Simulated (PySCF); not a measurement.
**What a change does: NMR shielding calculation on C$_{3}$H$_{11}$NSi$_{2}$**

System: C$_{3}$H$_{11}$NSi$_{2}$.
Method of run A: GIAO PBE0/pcSseg-1 NMR shielding, non-relativistic, gas phase (PySCF 2.14.0).

The geometry comes from this level: GFN2-xTB. Text and figures count atoms from 1; the logs count them from 0 in places.

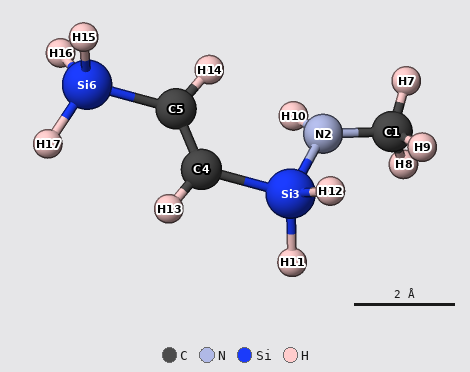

The structure (ball-and-stick view, seen at a tilt; atoms are numbered from 1 in the order of the input). Bond lengths as drawn: C–C 1.33 Å, C–H 1.08 to 1.10 Å, C–N 1.44 Å, C–Si 1.88 Å, H–N 1.01 Å, H–Si 1.46 to 1.48 Å and N–Si 1.72 Å.

Input, run A:
```
{"job": {"kind": "nmr", "xc": "PBE0", "basis": "pcSseg-1"}, "charge": 0, "multiplicity": 1}
C     -3.036797     0.760879     0.126138
N     -1.663302     0.322820     0.123043
Si    -0.907163    -0.397109    -1.242549
C      0.897028    -0.634823    -0.765870
C      1.546199     0.025631     0.190257
Si     3.353490    -0.204741     0.652744
H     -3.182981     1.541765     0.875700
H     -3.740391    -0.053598     0.334479
H     -3.274388     1.170410    -0.852946
H     -1.373748     0.007014     1.037112
H     -1.454927    -1.701677    -1.666392
H     -1.072997     0.560223    -2.342859
H      1.448039    -1.365790    -1.346055
H      0.988228     0.763142     0.757943
H      4.095281     1.030594     0.380732
H      3.445097    -0.503209     2.086737
H      3.926334    -1.309500    -0.118333
```

The first line tells a small driver script what to run in PySCF; the rest is the geometry in Å.

Launched with:
```bash
OMP_NUM_THREADS=1 python <driver script> task.json out
```

Hardware: 1 CPU thread, shared host.

Output (run A):
```
coarse grid: 14392 points
cycle   1  E = -754.0718815317  dE =  3.058e-01  |g| = 4.491e-01  |ddm| = 3.588e+00
cycle   2  E = -754.0439673876  dE =  2.791e-02  |g| = 5.690e-01  |ddm| = 1.013e+00
cycle   3  E = -754.1203170180  dE = -7.635e-02  |g| = 5.738e-02  |ddm| = 6.385e-01
cycle   4  E = -754.1208615965  dE = -5.446e-04  |g| = 2.695e-02  |ddm| = 7.004e-02
cycle   5  E = -754.1210270563  dE = -1.655e-04  |g| = 5.812e-03  |ddm| = 2.625e-02
cycle   6  E = -754.1210339628  dE = -6.906e-06  |g| = 2.798e-03  |ddm| = 6.979e-03
final grid: 127560 points
cycle   7  E = -754.1539964760  dE = -1.989e-05  |g| = 8.602e-03  |ddm| = 2.266e-02
cycle   8  E = -754.1539765855  dE =  1.989e-05  |g| = 1.238e-02  |ddm| = 1.855e-02
cycle   9  E = -754.1540144731  dE = -3.789e-05  |g| = 1.518e-03  |ddm| = 1.110e-02
cycle  10  E = -754.1540150464  dE = -5.733e-07  |g| = 2.938e-04  |ddm| = 1.334e-03
cycle  11  E = -754.1540150662  dE = -1.985e-08  |g| = 1.042e-04  |ddm| = 3.653e-04
cycle  12  E = -754.1540150685  dE = -2.216e-09  |g| = 2.450e-05  |ddm| = 9.285e-05
cycle  13  E = -754.1540150686  dE = -1.303e-10  |g| = 5.549e-06  |ddm| = 2.911e-05
converged SCF energy = -754.1540150686

GIAO shielding tensors (ppm)
atom      isotropic    diamagn.    paramagn.     s11        s22        s33       span
  0 C      154.557     239.397     -84.840    130.271    146.333    187.066     56.795
  1 N      257.332     326.477     -69.145    219.968    248.733    303.294     83.326
  2 Si     393.669     882.813    -489.144    353.067    371.771    456.170    103.103
  3 C       28.761     261.004    -232.243    -94.158     16.998    163.444    257.603
  4 C       35.442     259.801    -224.359    -90.944     14.426    182.842    273.786
  5 Si     420.685     879.812    -459.127    371.320    422.518    468.216     96.896
  6 H       28.667      27.371       1.296     23.310     26.865     35.827     12.518
  7 H       28.750      26.409       2.341     23.408     26.696     36.144     12.736
  8 H       29.082      27.630       1.452     25.137     27.139     34.969      9.832
  9 H       32.144      37.291      -5.147     22.308     32.132     41.994     19.686
 10 H       26.713      30.429      -3.716     23.316     24.658     32.166      8.851
 11 H       26.818      30.866      -4.049     24.102     25.075     31.276      7.174
 12 H       24.619      32.962      -8.343     21.360     24.395     28.102      6.742
 13 H       24.535      36.134     -11.599     20.489     23.149     29.968      9.480
 14 H       27.406      28.187      -0.781     24.542     25.547     32.130      7.588
 15 H       27.446      28.507      -1.061     24.445     25.862     32.032      7.587
 16 H       27.683      28.585      -0.902     24.711     26.583     31.755      7.044
```

For run B the input was changed thus:
```diff
-"xc": "PBE0"
-"basis": "pcSseg-1"
+"xc": "KT3"
+"basis": "3-21G"
+"pop": true
```

What does this change do to the results?

The total energies belong to different models, so their difference says nothing on which is more stable or more accurate. The HOMO goes from −6.73 to −4.90 eV. The LUMO goes from −0.77 to −1.16 eV. Of all shieldings, the largest change is that of Si3, by +106.1 ppm. The functional changes from PBE0 to KT3. The SCF takes 15 iterations against 13. The basis functions go from 171 to 84.

Output (run B):
```
coarse grid: 14392 points
cycle   1  E = -757.9070251670  dE = -1.538e-01  |g| = 5.101e-01  |ddm| = 3.696e+00
cycle   2  E = -757.7876149763  dE =  1.194e-01  |g| = 8.506e-01  |ddm| = 1.852e+00
cycle   3  E = -757.9731016491  dE = -1.855e-01  |g| = 1.033e-01  |ddm| = 1.329e+00
cycle   4  E = -757.9756406030  dE = -2.539e-03  |g| = 3.966e-02  |ddm| = 1.797e-01
cycle   5  E = -757.9760180760  dE = -3.775e-04  |g| = 1.335e-02  |ddm| = 6.002e-02
cycle   6  E = -757.9760597926  dE = -4.172e-05  |g| = 6.532e-03  |ddm| = 1.955e-02
cycle   7  E = -757.9760727252  dE = -1.293e-05  |g| = 1.032e-03  |ddm| = 8.872e-03
cycle   8  E = -757.9760730610  dE = -3.358e-07  |g| = 2.571e-04  |ddm| = 1.635e-03
final grid: 127560 points
cycle   9  E = -757.9410304230  dE = -1.021e-04  |g| = 7.298e-03  |ddm| = 2.793e-02
cycle  10  E = -757.9410074127  dE =  2.301e-05  |g| = 1.223e-02  |ddm| = 2.265e-02
cycle  11  E = -757.9410423630  dE = -3.495e-05  |g| = 1.037e-03  |ddm| = 1.590e-02
cycle  12  E = -757.9410426456  dE = -2.826e-07  |g| = 3.148e-04  |ddm| = 1.592e-03
cycle  13  E = -757.9410426715  dE = -2.588e-08  |g| = 1.361e-04  |ddm| = 4.854e-04
cycle  14  E = -757.9410426765  dE = -5.031e-09  |g| = 2.757e-05  |ddm| = 1.672e-04
cycle  15  E = -757.9410426768  dE = -2.547e-10  |g| = 6.670e-06  |ddm| = 5.052e-05
converged SCF energy = -757.9410426768

GIAO shielding tensors (ppm)
atom      isotropic    diamagn.    paramagn.     s11        s22        s33       span
  0 C      173.398     240.689     -67.290    151.516    164.060    204.619     53.103
  1 N      275.812     322.417     -46.605    239.880    259.227    328.329     88.449
  2 Si     499.781     880.167    -380.385    465.244    473.508    560.592     95.349
  3 C       85.161     259.714    -174.554     -3.608     79.042    180.048    183.657
  4 C       92.383     259.090    -166.707      1.218     78.363    197.567    196.349
  5 Si     519.369     879.840    -360.470    468.401    531.061    558.646     90.245
  6 H       30.123      28.628       1.494     24.769     28.125     37.474     12.705
  7 H       30.253      28.026       2.226     24.824     28.348     37.586     12.762
  8 H       30.586      29.035       1.551     26.061     28.826     36.870     10.810
  9 H       34.942      34.821       0.121     23.980     34.475     46.372     22.393
 10 H       27.997      30.557      -2.561     24.045     25.678     34.267     10.222
 11 H       28.140      31.005      -2.865     24.817     25.966     33.637      8.819
 12 H       26.592      33.789      -7.197     24.735     25.828     29.214      4.479
 13 H       26.465      34.819      -8.354     23.606     24.679     31.109      7.503
 14 H       28.984      29.050      -0.066     25.632     27.111     34.210      8.578
 15 H       29.056      29.248      -0.192     25.668     27.419     34.080      8.413
 16 H       29.261      29.648      -0.387     25.894     28.199     33.690      7.797
```

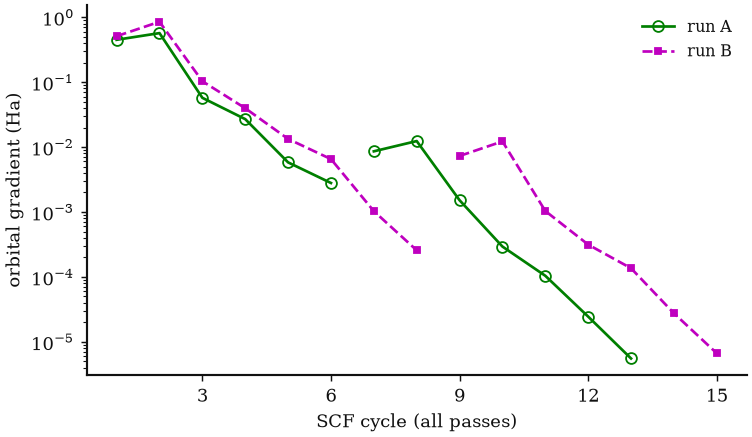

Convergence of the two runs: orbital gradient against the SCF cycle. A break in a curve parts two SCF passes (coarse and final grid). Run A takes 13 cycles in all, and run B takes 15.

The two runs side by side:

| quantity | run A | run B |
| --- | --- | --- |
| outcome | converged | converged |
| total energy (hartree) | −754.154015 | −757.941043 |
| HOMO (eV) | −6.73 | −4.90 |
| LUMO (eV) | −0.77 | −1.16 |
| dipole moment (D) | 1.14 | 1.13 |
| shielding of C1 (ppm) | 154.6 | 173.4 |
| shielding of N2 (ppm) | 257.3 | 275.8 |
| shielding of Si3 (ppm) | 393.7 | 499.8 |
| shielding of C4 (ppm) | 28.8 | 85.2 |
| shielding of C5 (ppm) | 35.4 | 92.4 |
| shielding of Si6 (ppm) | 420.7 | 519.4 |
| shielding of H10 (ppm) | 32.1 | 34.9 |
| SCF iterations | 13 | 15 |
| basis functions | 171 | 84 |
| wall time (shared host) | 20 s | 12 s |
